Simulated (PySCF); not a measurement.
**Single-point calculation of CH$_{4}$F$_{2}$Si**

CH$_{4}$F$_{2}$Si, computed with wB97X/cc-pVDZ, RKS (PySCF 2.14.0).

The geometry comes from this level: PBE0-D4/def2-TZVP.

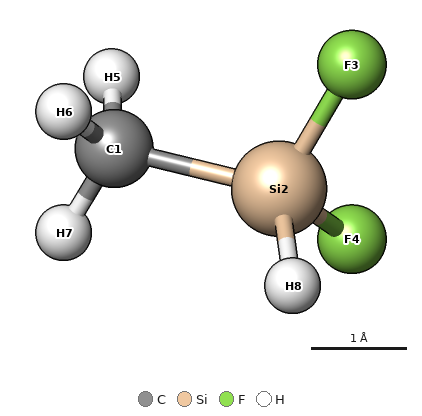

Fig. 1: The input geometry (ball-and-stick view, seen at a tilt; atoms are numbered from 1 in the order of the input).

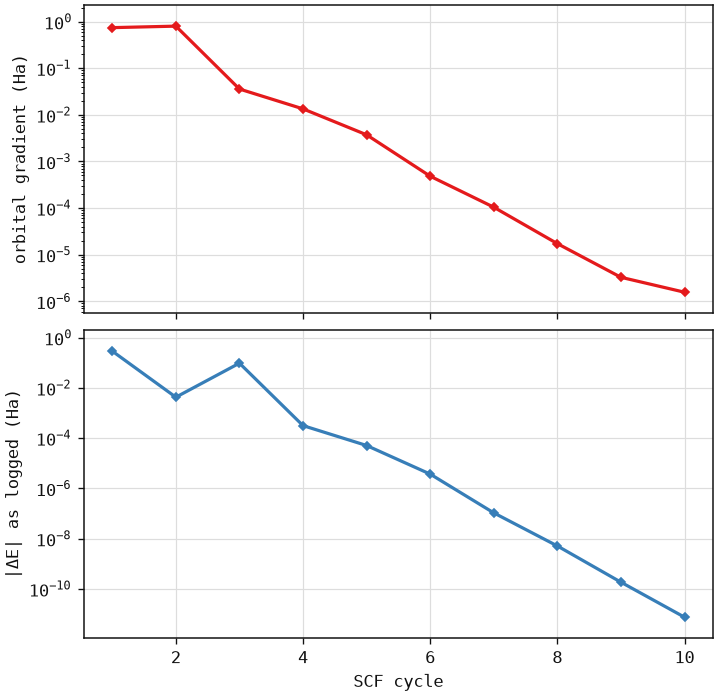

Fig. 2: Convergence of the self-consistent field: orbital gradient and size of the energy change against the SCF cycle. The residual falls almost steadily, with no more than small rises.

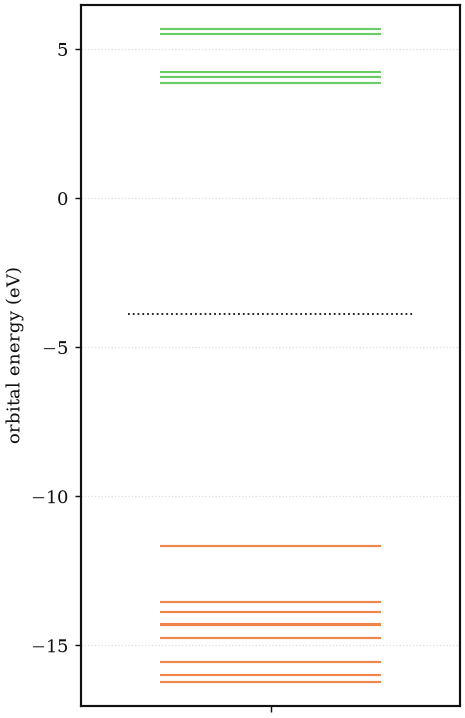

Fig. 3: Orbital energies near the frontier; the dotted line parts filled from empty levels, and levels within 0.02 eV of each other stand side by side. Highest filled −11.68 eV, lowest empty 3.88 eV, 15.56 eV apart.

The input that produced these results follows, with the program's output.

## The input (calc.py)
```python
from pyscf import gto, dft

mol = gto.M(
    atom=[
    ('C', (-0.387100, 0.881700, -0.174700)),
    ('Si', (0.329300, -0.775200, 0.180600)),
    ('F', (1.916300, -0.678300, 0.226700)),
    ('F', (-0.035400, -1.783900, -0.994000)),
    ('H', (-0.013400, 1.269000, -1.125400)),
    ('H', (-0.122700, 1.591000, 0.613300)),
    ('H', (-1.476800, 0.824400, -0.231400)),
    ('H', (-0.118100, -1.385700, 1.449000)),
],
    charge=0,
    basis='cc-pvdz',
    max_memory=1860,
    verbose=4,
)

mf = dft.RKS(mol)
mf.xc = 'wb97x'
mf.conv_tol = 1e-10
mf.grids.level = 5
mf.kernel()
if not mf.converged:
    mf = mf.newton().run(mf.mo_coeff, mf.mo_occ)

e_final = mf.e_tot
print('E(%s) = %.9f' % ('WB97X', e_final))
```

Launched with:
```bash
OMP_NUM_THREADS=1 python calc.py
```

## What the program printed
```
PySCF version 2.14.0

[INPUT] num. atoms = 8
[INPUT] num. electrons = 42
[INPUT] charge = 0
[INPUT] spin (= nelec alpha-beta = 2S) = 0
[INPUT] symmetry False subgroup None
[INPUT] Mole.unit = angstrom
[INPUT] Symbol           X                Y                Z      unit          X                Y                Z       unit  Magmom
[INPUT]  1 C     -0.387100000000   0.881700000000  -0.174700000000 AA   -0.731512982819   1.666171524029  -0.330135153962 Bohr   0.0
[INPUT]  2 Si     0.329300000000  -0.775200000000   0.180600000000 AA    0.622286812819  -1.464915691763   0.341284538096 Bohr   0.0
[INPUT]  3 F      1.916300000000  -0.678300000000   0.226700000000 AA    3.621282172504  -1.281801230292   0.428400912439 Bohr   0.0
[INPUT]  4 F     -0.035400000000  -1.783900000000  -0.994000000000 AA   -0.066896304810  -3.371082433612  -1.878387767818 Bohr   0.0
[INPUT]  5 H     -0.013400000000   1.269000000000  -1.125400000000 AA   -0.025322330069   2.398062452073  -2.126697780586 Bohr   0.0
[INPUT]  6 H     -0.122700000000   1.591000000000   0.613300000000 AA   -0.231869395484   3.006554264183   1.158969032196 Bohr   0.0
[INPUT]  7 H     -1.476800000000   0.824400000000  -0.231400000000 AA   -2.790747540758   1.557890217091  -0.437282625224 Bohr   0.0
[INPUT]  8 H     -0.118100000000  -1.385700000000   1.449000000000 AA   -0.223176655311  -2.618593490810   2.738213154495 Bohr   0.0

nuclear repulsion = 183.047944627282
number of shells = 32
number of NR pGTOs = 147
number of NR cGTOs = 80
basis = cc-pvdz
ecp = {}

******** <class 'pyscf.dft.rks.RKS'> ********
method = RKS
initial guess = minao
damping factor = 0
level_shift factor = 0
DIIS = <class 'pyscf.scf.diis.CDIIS'>
diis_start_cycle = 1
diis_space = 8
diis_damp = 0
SCF conv_tol = 1e-10
SCF conv_tol_grad = None
SCF max_cycles = 50
direct_scf = True
direct_scf_tol = 1e-13
XC library pyscf.dft.libxc version 7.0.0
    S. Lehtola, C. Steigemann, M. J.T. Oliveira, and M. A.L. Marques.,  SoftwareX 7, 1–5 (2018)
XC functionals = wb97x
radial grids:
    Treutler-Ahlrichs [JCP 102, 346 (1995); DOI:10.1063/1.469408] (M4) radial grids

becke partition: Becke, JCP 88, 2547 (1988); DOI:10.1063/1.454033
pruning grids: <function nwchem_prune>
grids dens level: 5
symmetrized grids: False
atomic radii adjust function: <function treutler_atomic_radii_adjust>
small_rho_cutoff = 0
Set gradient conv threshold to 1e-05
Initial guess from minao.
tot grids = 268448
init E= -529.946408998728
  HOMO = -0.363927782718048  LUMO = 0.0599865224186216  gap/eV = 11.53530
cycle= 1 E= -529.658666114164  delta_E= 0.288  |g|= 0.741  |ddm|= 2.24
  HOMO = -0.394316922563643  LUMO = 0.134489107801659  gap/eV = 14.38955
cycle= 2 E= -529.662888833402  delta_E= -0.00422  |g|= 0.798  |ddm|= 0.911
  HOMO = -0.431882586804722  LUMO = 0.136238508793931  gap/eV = 15.45936
cycle= 3 E= -529.758394138827  delta_E= -0.0955  |g|= 0.0357  |ddm|= 0.419
  HOMO = -0.430415704756781  LUMO = 0.142444955442641  gap/eV = 15.58833
cycle= 4 E= -529.758706420971  delta_E= -0.000312  |g|= 0.0134  |ddm|= 0.0398
  HOMO = -0.428499570843814  LUMO = 0.143014965023863  gap/eV = 15.55170
cycle= 5 E= -529.758756866366  delta_E= -5.04e-05  |g|= 0.00372  |ddm|= 0.016
  HOMO = -0.429254886554202  LUMO = 0.142648184122585  gap/eV = 15.56228
cycle= 6 E= -529.758760540768  delta_E= -3.67e-06  |g|= 0.000481  |ddm|= 0.00356
  HOMO = -0.429252303395971  LUMO = 0.142657312191645  gap/eV = 15.56245
cycle= 7 E= -529.758760645872  delta_E= -1.05e-07  |g|= 0.000104  |ddm|= 0.00104
  HOMO = -0.429276162005767  LUMO = 0.142641531333432  gap/eV = 15.56267
cycle= 8 E= -529.758760650933  delta_E= -5.06e-09  |g|= 1.72e-05  |ddm|= 0.000226
  HOMO = -0.429272896931435  LUMO = 0.142645450231414  gap/eV = 15.56269
cycle= 9 E= -529.758760651116  delta_E= -1.83e-10  |g|= 3.26e-06  |ddm|= 3.84e-05
  HOMO = -0.429273022651973  LUMO = 0.142645101794375  gap/eV = 15.56268
cycle= 10 E= -529.758760651124  delta_E= -7.39e-12  |g|= 1.56e-06  |ddm|= 8.77e-06
  HOMO = -0.429273041835139  LUMO = 0.142645080784213  gap/eV = 15.56268
Extra cycle  E= -529.758760651127  delta_E= -3.64e-12  |g|= 1.64e-06  |ddm|= 1.87e-06
converged SCF energy = -529.758760651127
E(WB97X) = -529.758760651
```

## Key numbers

- outcome: converged
- total energy: −529.758761 hartree
- basis functions: 80
- HOMO: −11.68 eV
- LUMO: 3.88 eV
- dipole moment: 2.20 D
- hardware: 1 thread of Intel Xeon @ 2.70GHz, 189 GiB of memory available, shared host
- wall time: 25 s
- peak memory: 0.4 GiB
